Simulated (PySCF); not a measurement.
```yaml
atoms:
  - { symbol: C, position_ang: [-3.3764, 0.4763, 0.4338] }
  - { symbol: O, position_ang: [-2.2050, 0.2294, -0.2865] }
  - { symbol: Al, position_ang: [-0.8550, -0.0482, -1.1910] }
  - { symbol: O, position_ang: [0.6343, -0.5675, -0.7316] }
  - { symbol: C, position_ang: [1.9363, -0.9667, -0.3729] }
  - { symbol: Si, position_ang: [2.7363, 0.2963, 0.8127] }
  - { symbol: H, position_ang: [-3.1980, 0.3537, 1.5048] }
  - { symbol: H, position_ang: [-4.1579, -0.2219, 0.1236] }
  - { symbol: H, position_ang: [-3.7201, 1.4967, 0.2467] }
  - { symbol: H, position_ang: [-1.0214, 0.1963, -2.6582] }
  - { symbol: H, position_ang: [1.8839, -1.9586, 0.0898] }
  - { symbol: H, position_ang: [2.5294, -1.0731, -1.2878] }
  - { symbol: H, position_ang: [2.8078, 1.5943, 0.1393] }
  - { symbol: H, position_ang: [4.0800, -0.1927, 1.1315] }
  - { symbol: H, position_ang: [1.9215, 0.3938, 2.0239] }
```

Geometry: GFN2-xTB.

Computed with CAM-B3LYP/def2-SVPD, SCF density, gas phase in PySCF 2.14.0.

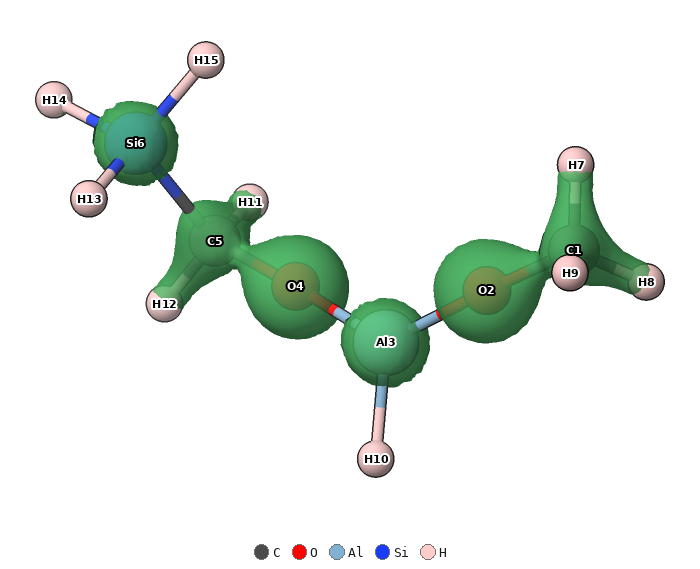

C2H9AlO2Si (SMILES C[O][AlH][O]C[SiH3]). Isosurface of the total electron density at 1.5 e/Å³ (green), seen at a tilt.

**How is the density connected at this value?**

At this value the surface falls into eight separate pieces. It bridges the sampled C–O (1.40 Å) and C–H (1.09 Å) contacts, where the density stays above the isovalue. It is pinched off along the sampled Al–O (1.64 Å) and C–Si (1.91 Å) contacts. On the grid the lowest density along these lines, outside the cores, is 1.7 e/Å³ (C–O, 1.40 Å), 0.74 e/Å³ (Al–O, 1.64 Å), 0.78 e/Å³ (C–Si, 1.91 Å) and 1.9 e/Å³ (C–H, 1.09 Å).
